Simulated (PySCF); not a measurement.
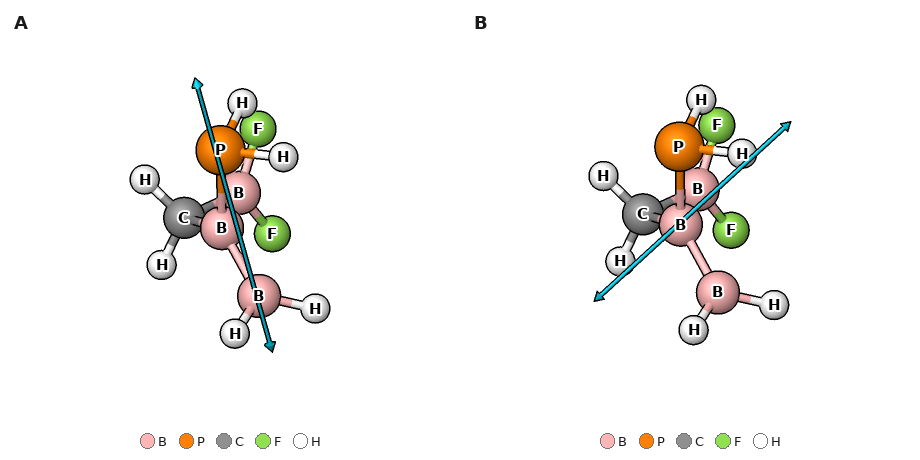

The double arrows show the directions of two transition dipoles from the ground state (lengths mean nothing). The geometry was computed by an optimisation with GFN2-xTB. No frequency run is at hand to confirm it as a minimum. Properties computed with TDDFT ωB97X-D/def2-SVPD, vertical, gas phase, core orbitals frozen in the response (PySCF 2.14.0).

**One belongs to singlet state 4 and one to singlet state 7. Which is which?**

A: state 4, 6.05 eV (205 nm), oscillator strength 0.029, mainly HOMO−1 → LUMO+1 (weight 0.70).
B: state 7, 6.98 eV (178 nm), oscillator strength 0.047, of mixed character, with the largest part HOMO → LUMO+2 (weight 0.48).

The geometry is semi-empirical. Around B, P such bond lengths and angles can be off by a tenth of an ångström or more and by several degrees, and values that hang on the shape move with them.
